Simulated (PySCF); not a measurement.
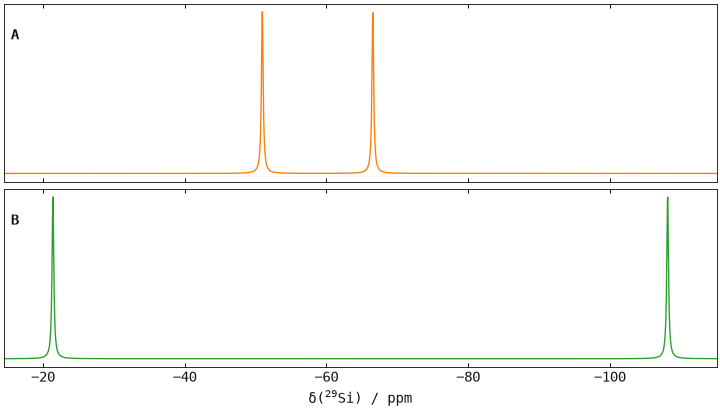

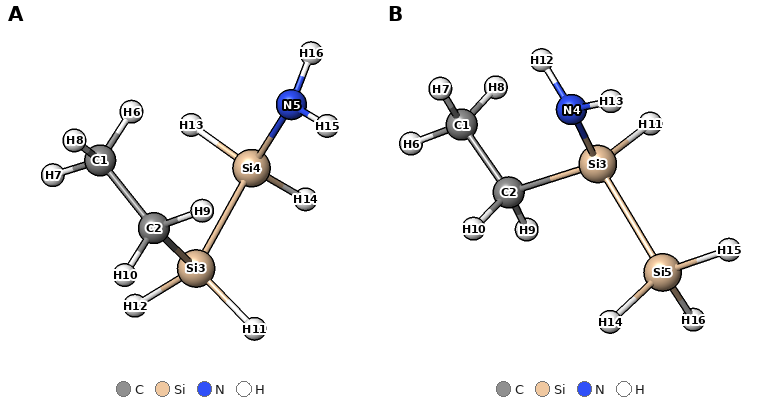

Related molecules: A is C₂H₁₁NSi₂, SMILES CC[SiH2][SiH2]N; B is C₂H₁₁NSi₂, SMILES CC[Si@@H](N)[SiH3]. GIAO ²⁹Si shifts against TMS, PBE0/pcSseg-1, PySCF, at a PBE0-D3(BJ)/def2-SVP geometry (no frequency check); fully decoupled, line heights follow the number of nuclei within a panel, widths are arbitrary (no quadrupolar broadening); values of one conformer, averaged over nuclei that symmetry, rotation about single bonds or inversion at nitrogen exchange, these motions taken as fast; other conformers aren't averaged in.

**Assign the ²⁹Si signals of each molecule.**

A: −50.9 (Si4); −66.5 (Si3)
B: −21.4 (Si3); −108.2 (Si5)
